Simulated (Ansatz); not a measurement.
**Geometry relaxation, with input and output: CH11NOSi2 (part 1 of 2)**

- system: CH11NOSi2
- method: RKS B3LYP-D4/def2-SVP (Ansatz 0.2.0)

The input holds or restrains some coordinates. Forces given for the steps count only the free coordinates. It belongs to a series of runs on one base structure; here: pulled along the bonds that form and break, towards end B.

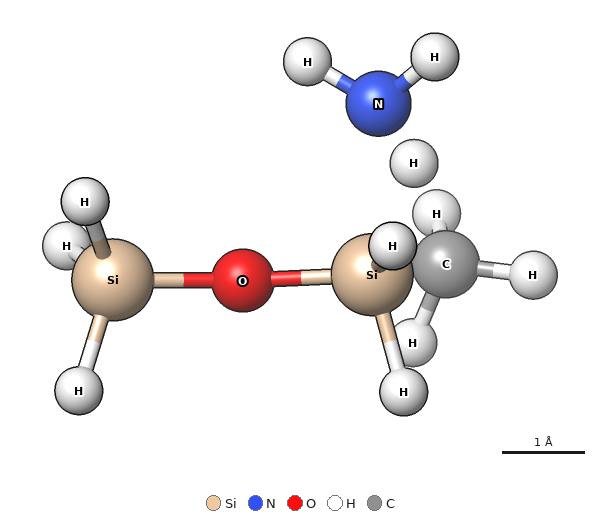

The starting structure (ball-and-stick view, seen at a tilt).

Input file:
```yaml
crystal:
  periodic: [false, false, false]
  atoms:
    - { symbol: Si, position_ang: [0.4089, 0.6801, 0.6518] }
    - { symbol: "N", position_ang: [1.3245, -1.1903, 0.2304] }
    - { symbol: O, position_ang: [-0.3264, 0.7097, -0.795] }
    - { symbol: Si, position_ang: [-0.54, 1.063, -2.3448] }
    - { symbol: H, position_ang: [1.7629, 1.2459, 0.6358] }
    - { symbol: H, position_ang: [-0.2932, 1.7568, 1.3892] }
    - { symbol: H, position_ang: [0.2088, -1.3288, 0.9577] }
    - { symbol: C, position_ang: [-0.8238, -0.7648, 1.7147] }
    - { symbol: H, position_ang: [1.3433, -1.5169, -0.7244] }
    - { symbol: H, position_ang: [2.1963, -1.4286, 0.6843] }
    - { symbol: H, position_ang: [-1.1352, 2.3958, -2.4344] }
    - { symbol: H, position_ang: [0.7466, 1.0254, -3.042] }
    - { symbol: H, position_ang: [-1.4387, 0.0194, -2.8412] }
    - { symbol: H, position_ang: [-1.7326, -0.175, 1.6157] }
    - { symbol: H, position_ang: [-1.1967, -1.7879, 1.5512] }
    - { symbol: H, position_ang: [-0.5045, -0.7037, 2.751] }
basis:
  gaussian: { orbitals: def2-SVP }
hamiltonian:
  xc: b3lyp
  dispersion: d4
relax:
  f_tol: 0.15
  max_steps: 25
  restrain:
    - { distance: [0, 7], at: 1.87, k: 30.0 }
    - { distance: [6, 1], at: 1.02, k: 30.0 }
    - { distance: [0, 1], at: 3.12, k: 30.0 }
    - { distance: [6, 7], at: 2.37, k: 30.0 }
output:
  orbitals: {}
```

Launch command:
```bash
ansatz run input.yaml --threads 4 --pin off --max-ram 5120MiB --backend cpu --events-out ev --progress --plain --runs-dir out
```

Log:
```
The last accepted step is kept in [file] (removed where the run ends without a failure and the disk answers)
Engine: ansatz 0.2.0, aarch64-unknown-linux-gnu
Functional definition: B3LYP
  parameter a0 = 0.2
  parameter ax = 0.72
  parameter ac = 0.81
  exchange = (1 - a0 - ax)*slater_x + ax*b88_x + a0*exact_x
  correlation = (1 - ac)*vwn_rpa_c + ac*lyp_c
1410 factors; integrals over basis functions are off by at most 5.1e-4 eV
mean field evaluation 1: about -20488.2760 eV, gradient 7.9e1 eV
mean field evaluation 2: about -20469.5903 eV, gradient 1.2e2 eV
mean field evaluation 4: about -20500.6239 eV, gradient 6.6e0 eV
mean field evaluation 8: about -20500.7307 eV, gradient 8.2e-2 eV
mean field -20500.73068355 eV, -753.3879567262 hartree, gradient 3.1e-5 eV, S^2 0.000000; 0 other end points of the search recorded, 0 dependent functions left out
the calculation of the forces begins
reference -20500.73100924 eV, -753.3879686949 hartree; 30, 30 occupied and 103, 103 virtual orbitals, 1410 factors
relax step   1: F+E_penalty+E_count = -20501.29187359 eV  Δ(F+E_penalty+E_count) = +0.000e0 eV  max|allowed force component| = 2.046e0 eV/Å  E_restraint = 31.93552541 eV  max|allowed force component, restraints' pulls added| = 3.146e1 eV/Å  Δτ_max = 0.0000 Å  (25 SCF iters, accepted)
  distance Si 0 - C 7 = 2.1765 Å
  distance H 6 - N 1 = 1.3390 Å
  distance Si 0 - N 1 = 2.1247 Å
  distance H 6 - C 7 = 1.3991 Å
these checks for a lower state are left out or cut short: starts, cluster_reference, orbital_swaps, neighbouring_geometries, increment
1410 factors; integrals over basis functions are off by at most 5.7e-4 eV
mean field evaluation 16: about -20500.0240 eV, gradient 1.5e1 eV
mean field -20501.09175025 eV, -753.4012256824 hartree, gradient 4.3e-5 eV, S^2 0.000000; 0 other end points of the search recorded, 0 dependent functions left out
[... from here on the field's lines of each further geometry are left out, up to the last ...]
relax step   2: F+E_penalty+E_count = -20501.64691820 eV  Δ(F+E_penalty+E_count) = -3.550e-1 eV  max|allowed force component| = 3.571e0 eV/Å  E_restraint = 16.55665225 eV  max|allowed force component, restraints' pulls added| = 2.208e1 eV/Å  Δτ_max = 0.1949 Å  (30 SCF iters, accepted)
relax step   3: F+E_penalty+E_count = -20501.80966223 eV  Δ(F+E_penalty+E_count) = -1.627e-1 eV  max|allowed force component| = 4.474e0 eV/Å  E_restraint = 7.02464276 eV  max|allowed force component, restraints' pulls added| = 1.293e1 eV/Å  Δτ_max = 0.1948 Å  (28 SCF iters, accepted)
relax step   4: F+E_penalty+E_count = -20502.29329674 eV  Δ(F+E_penalty+E_count) = -4.836e-1 eV  max|allowed force component| = 3.206e0 eV/Å  E_restraint = 1.79877276 eV  max|allowed force component, restraints' pulls added| = 7.406e0 eV/Å  Δτ_max = 0.1949 Å  (27 SCF iters, accepted)
relax step   5: F+E_penalty+E_count = -20503.10239524 eV  Δ(F+E_penalty+E_count) = -8.091e-1 eV  max|allowed force component| = 2.960e0 eV/Å  E_restraint = 0.19199810 eV  max|allowed force component, restraints' pulls added| = 2.269e0 eV/Å  Δτ_max = 0.1948 Å  (28 SCF iters, accepted)
relax step   6: F+E_penalty+E_count = -20503.64513398 eV  Δ(F+E_penalty+E_count) = -5.427e-1 eV  max|allowed force component| = 1.599e0 eV/Å  E_restraint = 0.01591374 eV  max|allowed force component, restraints' pulls added| = 1.599e0 eV/Å  Δτ_max = 0.1966 Å  (28 SCF iters, accepted)
relax step   7: F+E_penalty+E_count = -20503.81684579 eV  Δ(F+E_penalty+E_count) = -1.717e-1 eV  max|allowed force component| = 8.819e-1 eV/Å  E_restraint = 0.00457261 eV  max|allowed force component, restraints' pulls added| = 8.819e-1 eV/Å  Δτ_max = 0.2000 Å  (28 SCF iters, accepted)
relax step   8: F+E_penalty+E_count = -20503.88246962 eV  Δ(F+E_penalty+E_count) = -6.562e-2 eV  max|allowed force component| = 8.378e-1 eV/Å  E_restraint = 0.00841837 eV  max|allowed force component, restraints' pulls added| = 1.103e0 eV/Å  Δτ_max = 0.1948 Å  (27 SCF iters, accepted)
relax step   9: F+E_penalty+E_count = -20503.92330431 eV  Δ(F+E_penalty+E_count) = -4.083e-2 eV  max|allowed force component| = 3.469e-1 eV/Å  E_restraint = 0.00293441 eV  max|allowed force component, restraints' pulls added| = 2.381e-1 eV/Å  Δτ_max = 0.1381 Å  (27 SCF iters, accepted)
relax step  10: F+E_penalty+E_count = -20503.93795143 eV  Δ(F+E_penalty+E_count) = -1.465e-2 eV  max|allowed force component| = 4.070e-1 eV/Å  E_restraint = 0.01006219 eV  max|allowed force component, restraints' pulls added| = 4.886e-1 eV/Å  Δτ_max = 0.1927 Å  (26 SCF iters, accepted)
relax step  11: F+E_penalty+E_count = -20503.94276923 eV  Δ(F+E_penalty+E_count) = -4.818e-3 eV  max|allowed force component| = 3.302e-1 eV/Å  E_restraint = 0.00267601 eV  max|allowed force component, restraints' pulls added| = 1.902e-1 eV/Å  Δτ_max = 0.0772 Å  (25 SCF iters, accepted)
the calculation of the forces begins
reference -20503.41592674 eV, -753.4866375931 hartree; 30, 30 occupied and 103, 103 virtual orbitals, 1410 factors
relax step  12: F+E_penalty+E_count = -20503.94574534 eV  Δ(F+E_penalty+E_count) = -2.976e-3 eV  max|allowed force component| = 2.981e-1 eV/Å  E_restraint = 0.00218602 eV  max|allowed force component, restraints' pulls added| = 8.078e-2 eV/Å  Δτ_max = 0.0808 Å  (23 SCF iters, accepted)
  distance Si 0 - C 7 = 1.8733 Å
  distance H 6 - N 1 = 1.0184 Å
  distance Si 0 - N 1 = 3.1293 Å
  distance H 6 - C 7 = 2.3767 Å
1410 factors; integrals over basis functions are off by at most 6.7e-4 eV
mean field evaluation 96: about -20503.4151 eV, gradient 4.4e-1 eV
```

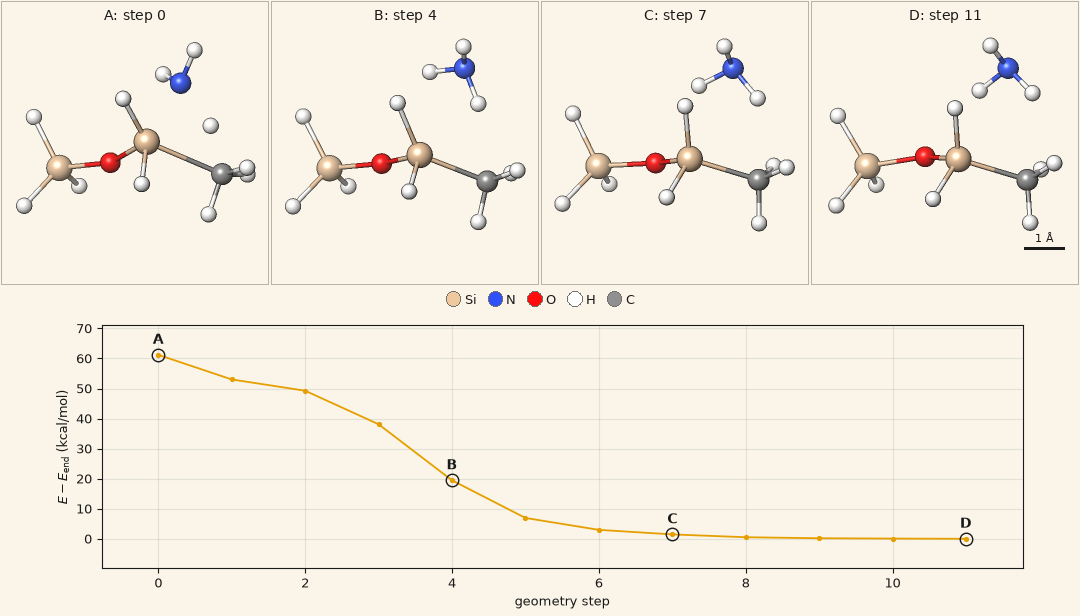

Frames of the restrained relaxation (ball-and-stick view, seen at a tilt) above the curves, on which the letters mark them (the first geometry is step 0 here and step 1 in the log).

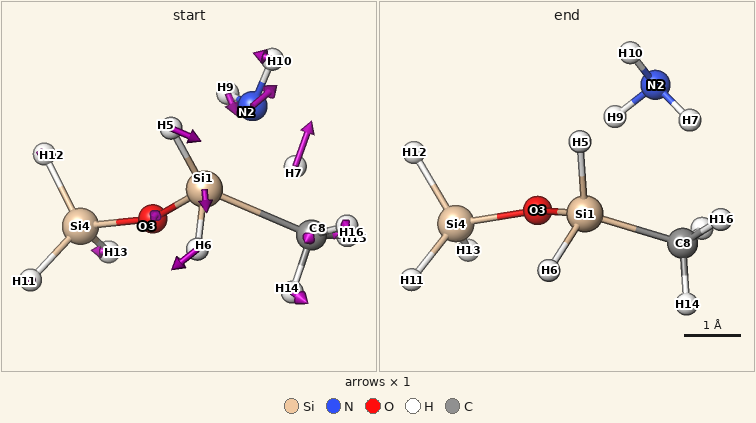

Before (left) and after (right) the restrained relaxation, at one scale (ball-and-stick view, seen at a tilt). The pink arrows give the displacements, at true length. The atom that moves furthest after the best rigid fit is H7 (0.89 Å). By element the largest moves are H 0.89 Å, N 0.72 Å, Si 0.45 Å, C 0.31 Å, O 0.28 Å. Among the contacts that change: N2–H7 1.339 → 1.018 Å, Si1–C8 2.176 → 1.873 Å, O3–Si4 1.604 → 1.661 Å, Si1–O3 1.623 → 1.673 Å. New bonds form: N2–H7 (1.34 → 1.02 Å). Among the angles that change: H5–Si1–C8 141.6° → 113.0°, Si1–C8–H15 137.4° → 113.2°, H6–Si1–C8 88.3° → 108.7°. Over 11 geometry steps the energy falls by 61.2 kcal/mol. The largest force component goes from 2 to 0.3 eV/Å. (Atoms are counted from 1 in the order of the input.)

```
mean field -20503.41560719 eV, -753.4866258500 hartree, gradient 8.1e-5 eV, S^2 0.000000; 1 other end points of the search recorded, 0 dependent functions left out
the calculation of the forces begins
reference -20503.41592674 eV, -753.4866375931 hartree; 30, 30 occupied and 103, 103 virtual orbitals, 1410 factors
Total energy: -20503.94606488 eV, -753.5061198107 hartree
Atom 0 at    -0.005353     0.794059     0.748138 Å, force    -0.077510     0.298061    -0.016609 eV/Å
Atom 1 at     1.483633    -1.902467     0.196389 Å, force     0.155899    -0.164672    -0.041141 eV/Å
Atom 2 at    -0.264712     0.448708    -0.867838 Å, force     0.011268     0.005802     0.064155 eV/Å
Atom 3 at    -0.492060     1.090447    -2.383431 Å, force     0.007092     0.002211    -0.038262 eV/Å
Atom 4 at     1.451794     0.899913     1.033673 Å, force     0.002560     0.008685    -0.012963 eV/Å
Atom 5 at    -0.600496     2.138408     1.031593 Å, force     0.005390    -0.006365    -0.031060 eV/Å
Atom 6 at     0.945114    -1.815386     1.056357 Å, force     0.184742    -0.115087    -0.112529 eV/Å
Atom 7 at    -0.869672    -0.480872     1.814282 Å, force    -0.280170     0.096698     0.147571 eV/Å
Atom 8 at     0.923545    -1.481970    -0.545171 Å, force     0.026101    -0.037493     0.029193 eV/Å
Atom 9 at     2.313216    -1.318386     0.305911 Å, force    -0.052570    -0.042960    -0.014410 eV/Å
Atom 10 at    -1.093759     2.453635    -2.292898 Å, force    -0.002673    -0.004469     0.012902 eV/Å
Atom 11 at     0.815542     1.184680    -3.095225 Å, force    -0.006038     0.000520    -0.001108 eV/Å
Atom 12 at    -1.404377     0.194622    -3.146471 Å, force     0.004923     0.005338     0.006381 eV/Å
Atom 13 at    -1.885895    -0.127649     2.054644 Å, force    -0.004565    -0.000120     0.008931 eV/Å
Atom 14 at    -0.976672    -1.455981     1.320217 Å, force     0.005605    -0.017230    -0.022115 eV/Å
Atom 15 at    -0.339647    -0.621661     2.769828 Å, force     0.019946    -0.028918     0.021063 eV/Å
Dipole moment:    -0.135356     0.272639     0.150780 e Å
```

Trajectory as extended XYZ (Å, eV, eV/Å), 12 frames, from step=1 to step=12:
```
16
Properties=species:S:1:pos:R:3:forces:R:3 step=1 energy=-20501.29187
Si    0.4089    0.6801    0.6518    0.0618  -1.4169   0.3395
N     1.3245   -1.1903    0.2304   -2.0460   0.3887   1.4160
O    -0.3264    0.7097   -0.7950   -0.1549  -0.2484   0.4345
Si   -0.5400    1.0630   -2.3448   -0.2297   0.0380  -0.5567
H     1.7629    1.2459    0.6358    0.6180   0.2915   0.2355
H    -0.2932    1.7568    1.3892   -0.2026   0.1641   0.5310
H     0.2088   -1.3288    0.9577    1.9847   0.1624  -1.5425
C    -0.8238   -0.7648    1.7147   -0.1260   0.6760   0.3360
H     1.3433   -1.5169   -0.7244   -0.0205  -0.1609  -0.5188
H     2.1963   -1.4286    0.6843    0.3791  -0.1360   0.2275
H    -1.1352    2.3958   -2.4344   -0.2593   0.5021  -0.3113
H     0.7466    1.0254   -3.0420    0.4399   0.0230  -0.4560
H    -1.4387    0.0194   -2.8412   -0.3479  -0.2236  -0.5387
H    -1.7326   -0.1750    1.6157   -0.3017   0.3583  -0.1513
H    -1.1967   -1.7879    1.5512    0.1547  -0.3854  -0.0965
H    -0.5045   -0.7037    2.7510    0.0504  -0.0329   0.6520
16
Properties=species:S:1:pos:R:3:forces:R:3 step=2 energy=-20501.64692
Si    0.3141    0.7598    0.7104    0.8221  -2.9604  -0.3977
N     1.3492   -1.3331    0.2265   -3.5710   0.9519   2.1291
O    -0.3368    0.7151   -0.7872   -0.0322  -0.1472   0.5264
Si   -0.5388    1.0609   -2.3470   -0.2602   0.0812  -0.3477
H     1.7558    1.2458    0.6410   -0.3381  -0.2750   0.3668
H    -0.3090    1.7772    1.4054   -1.1822   2.0774   1.3564
H     0.3581   -1.3903    0.8486    3.2360  -0.6488  -2.1648
C    -0.8782   -0.6827    1.7538    2.1144  -1.2197  -0.7117
H     1.3521   -1.5293   -0.7436   -0.0656  -0.5064  -1.0834
H     2.2181   -1.4404    0.6871    1.0153  -0.4387   0.5967
H    -1.1374    2.3992   -2.4377   -0.2038   0.3964  -0.3189
H     0.7505    1.0258   -3.0459    0.3908   0.0092  -0.3915
H    -1.4414    0.0175   -2.8464   -0.2823  -0.1858  -0.5018
H    -1.7581   -0.1566    1.6176   -2.3096   1.4817   0.1895
H    -1.1908   -1.7711    1.5525    0.8135   1.0879  -0.2871
H    -0.5072   -0.6979    2.7649   -0.1469   0.2961   1.0399
16
Properties=species:S:1:pos:R:3:forces:R:3 step=3 energy=-20501.80966
Si    0.2212    0.8202    0.7665    2.1116  -4.4739  -1.8108
N     1.3741   -1.4645    0.2184   -1.2138   0.2396   0.8341
O    -0.3385    0.7146   -0.7806   -0.0360  -0.0018   0.7679
Si   -0.5397    1.0612   -2.3480   -0.1971   0.0383  -0.1582
H     1.7432    1.2376    0.6464   -1.1126  -0.5479   0.5484
H    -0.3299    1.8151    1.4257   -2.0080   3.8137   2.1837
H     0.5031   -1.4735    0.7487    0.6371  -0.6317  -0.4630
C    -0.9115   -0.6011    1.7822    3.5125  -2.9190  -1.2087
H     1.3527   -1.5364   -0.7609    0.0455  -0.2220  -1.2659
H     2.2348   -1.4462    0.6948    1.1022  -0.1587   0.4961
H    -1.1393    2.4028   -2.4409   -0.1777   0.3374  -0.3075
H     0.7537    1.0259   -3.0494    0.3050   0.0105  -0.3246
H    -1.4437    0.0160   -2.8513   -0.2335  -0.1372  -0.4609
H    -1.7945   -0.1337    1.6230   -3.4309   1.9406   0.3444
H    -1.1754   -1.7462    1.5474    1.0280   2.1566  -0.2936
H    -0.5101   -0.6917    2.7779   -0.3323   0.5555   1.1185
```
